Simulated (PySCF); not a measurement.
**C₈H₉ (charge +1): density, localisation and related maps**

```xyz
17

C    -1.0585    1.8660   -0.2388
C    -0.1435    0.8752   -0.0699
C     1.2476    1.2298    0.0831
C     2.2019    0.2740    0.2578
C     1.8246   -1.0805    0.2890
C     0.4984   -1.4634    0.1427
C    -0.5123   -0.5334   -0.0358
C    -1.9139   -0.9688   -0.1825
H    -2.1128    1.6724   -0.3597
H    -0.7551    2.9020   -0.2579
H     1.5082    2.2771    0.0547
H     3.2402    0.5428    0.3726
H     2.5827   -1.8375    0.4299
H     0.2477   -2.5135    0.1704
H    -2.5411   -0.5391    0.6004
H    -2.3295   -0.6398   -1.1364
H    -1.9916   -2.0512   -0.1293
```

Geometry: GFN2-xTB.

These are results of PySCF 2.14.0, PBE0/pcSseg-1, SCF density, gas phase, non-relativistic, not measurements.

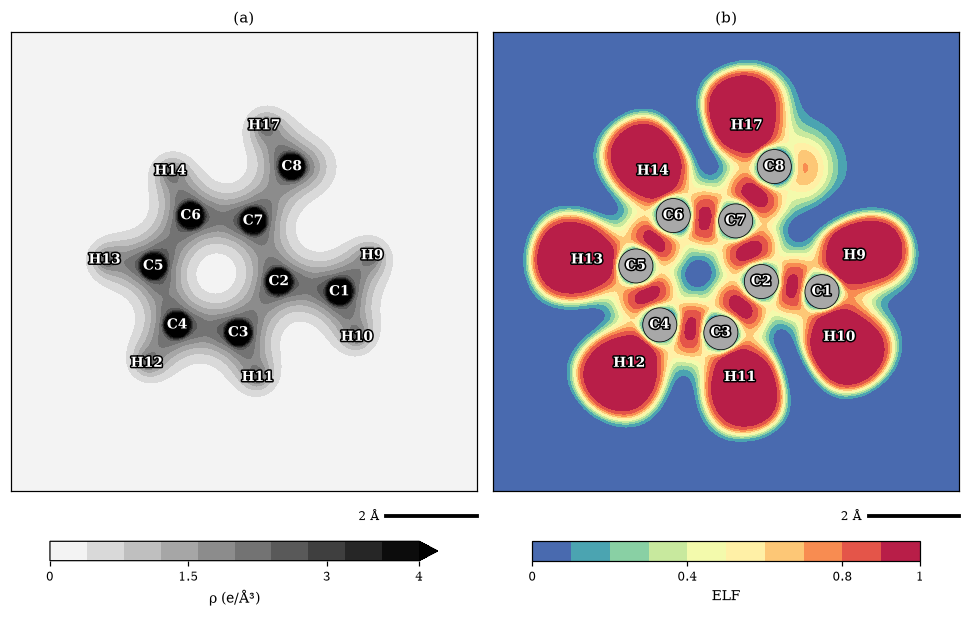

Figure 1. (a) electron density; (b) electron localisation function on the plane of atoms C1, C2 and C7. Grey discs cover the atomic cores in the ELF map.

Q: What do the fields say about this system?

A: The plane passes through C and H nuclei. C–C (1.36 Å): the density is about 2.2 e/Å³ at the midpoint; the ELF peaks at about 0.95 between the atoms; a covalent bond. C–H (1.08 Å): ρ is about 2.1 e/Å³ halfway; the ELF climbs to about 1 towards the hydrogen, as it does in any bond to H: a covalent bond by its length. C–C (1.41 Å): the density is about 2 e/Å³ at the midpoint; the ELF peaks at about 0.95 between the atoms: a covalent bond. C–C (1.46 Å): ρ is about 1.9 e/Å³ halfway; the ELF peaks at about 0.95 between the atoms, as expected for a covalent bond.

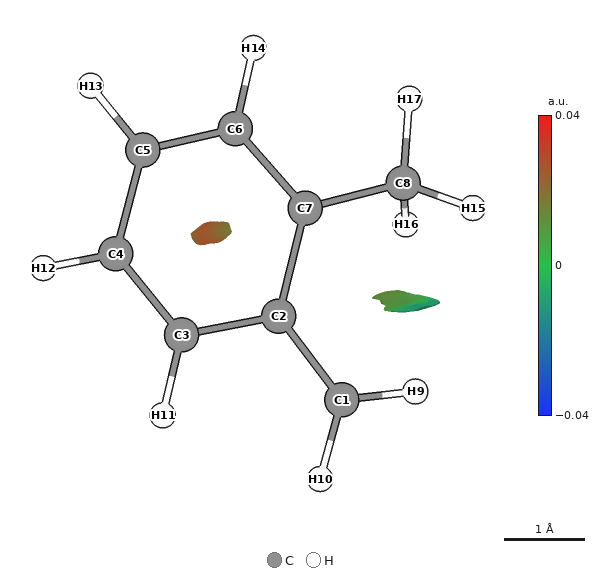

Figure 2. Non-covalent interaction (NCI) plot: the surface where the reduced density gradient is 0.5, for densities under 0.05 a.u., coloured by sign(λ₂)ρ; seen at a tilt.

Q: Which non-covalent interactions does the plot reveal?

A:
- Near H9, H16 and C8: mostly steric crowding (olive to red)
- Inside the ring or cage of C2, C3, C4, C5, C6 and C7: steric crowding (red)
